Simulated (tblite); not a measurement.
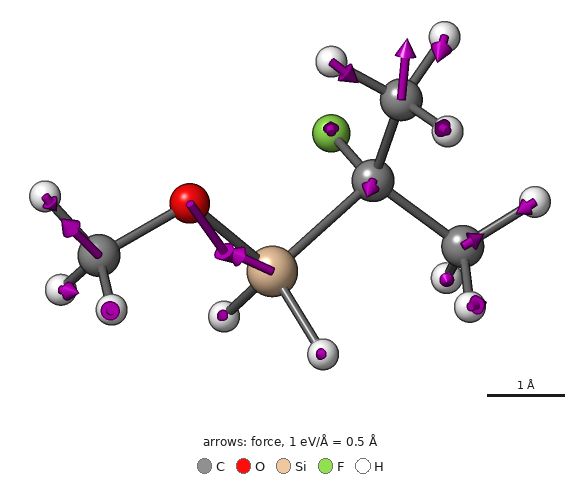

Starting geometry of C₄H₁₁FOSi with the computed forces as purple arrows. The picture is a ball-and-stick view, seen at a tilt.

The calculation used GFN2-xTB geometry optimisation, gas phase in tblite. 

Q: What follows when this structure is relaxed?

A: It isn't relaxed: the largest force vector, on the O atom, is 2.46 eV/Å. The final displacements have little in common with the starting forces (cosine between the two patterns 0.21). The energy falls by 9.86 kcal/mol in 64 geometry steps. The largest move after the best rigid fit is that of an H atom, 0.55 Å. Largest moves by element: H 0.55 Å, O 0.31 Å, Si 0.18 Å, C 0.14 Å, F 0.05 Å. Near-neighbour distances that change, for instance: O–Si 1.699 → 1.616 Å, C–H 1.121 → 1.087 Å, C–Si 1.892 → 1.916 Å, C–C 1.499 → 1.521 Å. Bond angles that change, for instance: C–O–Si 113.8° → 127.8°, H–C–H 114.0° → 108.6°, O–Si–C 108.4° → 103.3°. Groups turn about C–C by about 25°.
